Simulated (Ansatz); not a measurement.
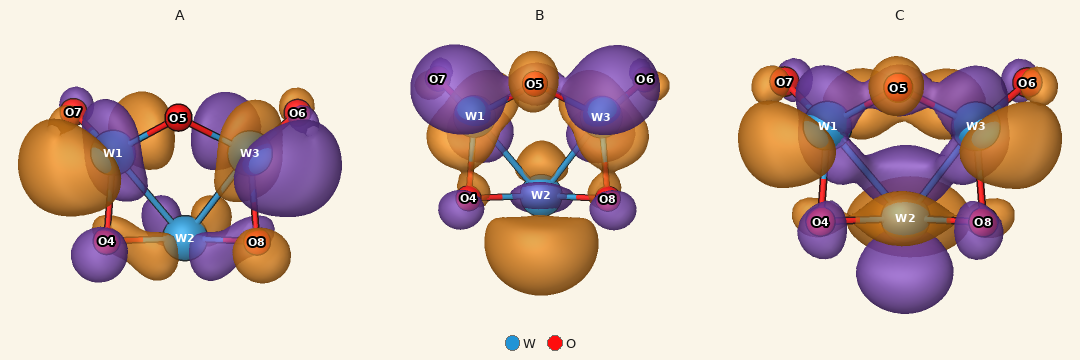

Figure 1: O₅W₃ (quintet). Three frontier orbitals at ±0.08 Å⁻³ᐟ² (orange and purple are the two phases), in no order.

Geometry: r2SCAN-D4/def2-SVP; core potentials replace the inner electrons of W.

Computed with UKS PBE0-D4/def2-TZVP in Ansatz 0.2.0.

Input

```
crystal:
  periodic: [false, false, false]
  atoms:
    - {symbol: W, position_ang: [0.209809, 1.477190, 0.581957]}
    - {symbol: W, position_ang: [-0.556980, -0.972895, 1.220031]}
    - {symbol: W, position_ang: [0.356366, -0.919189, -1.262142]}
    - {symbol: O, position_ang: [0.277333, 0.406154, 2.224603]}
    - {symbol: O, position_ang: [1.088350, 0.853323, -1.022452]}
    - {symbol: O, position_ang: [-0.786606, -1.270484, -2.479707]}
    - {symbol: O, position_ang: [-1.026385, 2.652903, 0.539459]}
    - {symbol: O, position_ang: [0.438125, -2.227012, 0.198250]}
basis:
  gaussian: {orbitals: def2-TZVP, initial_orbitals: start.molden}
magnetization: {spin_polarized: true, initial_magnetization: 4}
hamiltonian: {xc: pbe0, dispersion: d4}
scf: {omitted_lower_state_checks: [starts]}
output: {orbitals: {seedname: orbitals}}
```

Command:

```sh
ansatz run in.yaml --threads 4 --pin off --events-out ev --progress --plain --max-ram 4787MiB
```

### Which picture is the HOMO−1, the HOMO and the LUMO? All are α orbitals.

C is the HOMO−1 (α) (−6.45 eV). By Hirshfeld shares it lies mainly on W2 (about 40 %), W1 (about 25 %) and W3 (about 25 %). A is the HOMO (α) (−6.01 eV). By Hirshfeld shares it lies mainly on W1 (about 40 %), W3 (about 40 %) and W2 (about 5 %). B is the LUMO (α) (−3.24 eV). Its weight (Hirshfeld) is mainly on W1 (about 30 %), W3 (about 30 %), W2 (about 25 %) and O5 (about 5 %).

### What is the gap between the highest occupied and lowest empty α orbitals?

2.77 eV between the orbital energies.
